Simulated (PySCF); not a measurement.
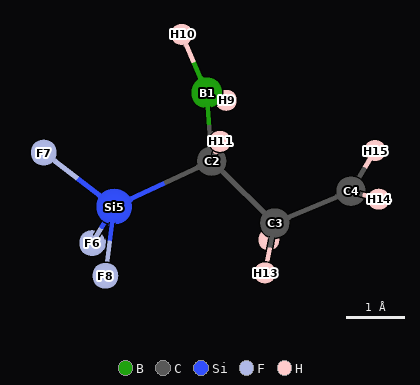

Figure 1. The input geometry (ball-and-stick view, seen at a tilt; atoms are numbered from 1 in the order of the input).

**EPR calculation of C$_{3}$H$_{7}$BF$_{3}$Si**

The run: EPR calculation of C$_{3}$H$_{7}$BF$_{3}$Si, multiplicity 2. Method and program: UKS B3LYP, pcH-1 on B C F H Si, non-relativistic, mean-field spin-orbit, GIAO (PySCF 2.14.0).

It belongs to a series of runs on one base structure; here: H removed from sp3 C.

**Input file**
```
{"job": {"kind": "epr", "basis": "pcH-1"}, "charge": 0, "multiplicity": 2}
B     -0.410994     1.243545     1.070779
C     -0.165531    -0.142422     0.389472
C      0.991087    -0.203510    -0.674013
C      2.293701    -0.085906    -0.012259
Si    -1.808976    -0.571010    -0.425056
F     -2.241875     0.413363    -1.593761
F     -3.080754    -0.613713     0.525659
F     -1.800778    -2.000667    -1.121780
H     -0.138753     2.231880     0.512725
H     -0.896063     1.283720     2.132095
H      0.025347    -0.927004     1.129561
H      0.837778     0.622139    -1.372874
H      0.928530    -1.146434    -1.221132
H      2.851254    -0.959538     0.264376
H      2.611614     0.863545     0.374296
```

The first line tells a small driver script what to run in PySCF; the rest is the geometry in Å.

Machine: 1 CPU thread, shared host.

Command:
```bash
OMP_NUM_THREADS=1 python <driver script> task.json out
```

**Log**
```
UKS, coarse grid
  cycle   1  E = -732.41031587  |g| = 6.94e-01
  cycle   2  E = -732.24547606  |g| = 1.06e+00
  cycle   3  E = -732.56328265  |g| = 5.90e-02
  cycle   4  E = -732.56429864  |g| = 3.71e-02
  cycle   5  E = -732.56494605  |g| = 6.42e-03
  cycle   6  E = -732.56496909  |g| = 2.17e-03
  cycle   7  E = -732.56497151  |g| = 9.53e-04
UKS, final grid
  cycle   1  E = -732.56492995  |g| = 1.04e-03
  cycle   2  E = -732.56492972  |g| = 1.31e-03
  cycle   3  E = -732.56493047  |g| = 1.49e-04
  cycle   4  E = -732.56493048  |g| = 4.95e-05
  cycle   5  E = -732.56493048  |g| = 1.80e-05
E = -732.56493048 Eh   <S^2> = 0.7536 (exact 0.7500)
g shifts (ppm)      1          2          3
  rmc          -144       -144       -144
  gc              5         36         25
  oz_so          -8        511        582
  total        -148        404        463
hyperfine (MHz)  atom isotope    a_iso     a_fc   dipolar eigenvalues
    0   11B      -0.66      -0.66     -0.99     -0.36      1.36
    1   13C     108.27     108.28     -5.90     -5.58     11.47
    2   13C     -30.49     -30.50     -1.96     -0.67      2.62
    3   13C      98.26      98.36    -81.18    -80.45    161.63
    4  29Si     -30.14     -30.16     -2.85      1.41      1.45
    5   19F      10.53      10.52     -2.91     -2.60      5.50
    6   19F      22.31      22.28     -7.34     -6.86     14.20
    7   19F       3.53       3.53     -1.55     -0.84      2.39
    8    1H      -0.21      -0.21     -1.83     -1.57      3.40
    9    1H       3.44       3.44     -1.42     -1.06      2.48
   10    1H      -3.57      -3.57     -6.31     -1.94      8.25
   11    1H      57.65      57.65     -5.20     -4.43      9.63
   12    1H      15.15      15.15     -5.27     -4.30      9.56
   13    1H     -62.97     -62.98    -39.24     -0.22     39.46
   14    1H     -61.40     -61.42    -38.90     -0.64     39.54
```

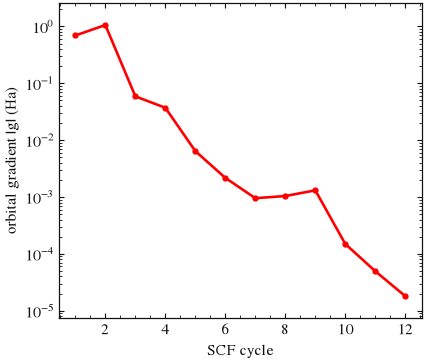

Figure 2. Convergence of the self-consistent field: orbital gradient |g| against the SCF cycle. All cycles printed in the log are drawn one after another.

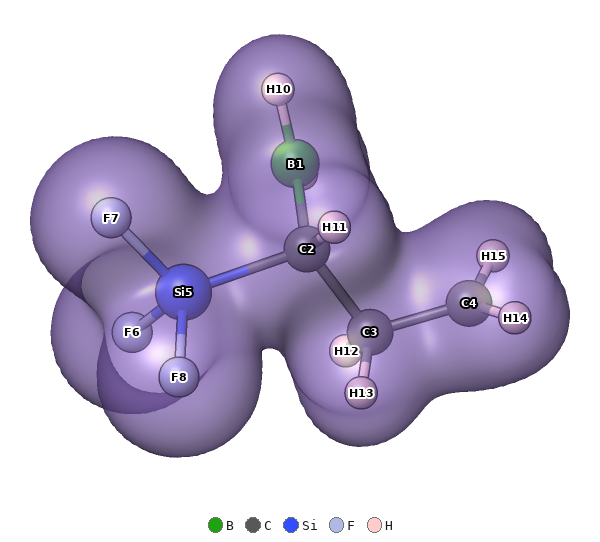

Figure 3. Isosurface of the electron density at 0.1 e/Å³ (purple), seen at a tilt. At this value the surface is in one piece. On the grid the lowest density along these lines, outside the cores, is 1.8 e/Å³ (C–C, 1.47 Å), 1.3 e/Å³ (C–B, 1.56 Å), 0.98 e/Å³ (Si–F, 1.59 Å) and 0.83 e/Å³ (C–Si, 1.88 Å).

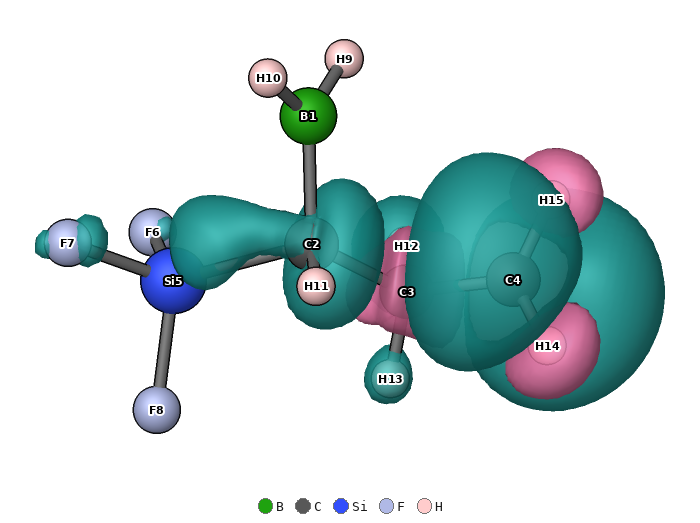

Figure 4. Isosurfaces of the spin density (α minus β) at +0.006 (teal) and −0.006 e/Å³ (pink), seen at a tilt. The unpaired spin (1 electron) lies mostly on C4 (about 0.7), in electrons by Hirshfeld's partition.

**Key numbers**

- outcome: converged
- total energy: −732.564930 hartree
- ⟨S²⟩: 0.754
- isotropic g: 2.0026
- wall time: 99 s
- peak memory: 0.97 GiB
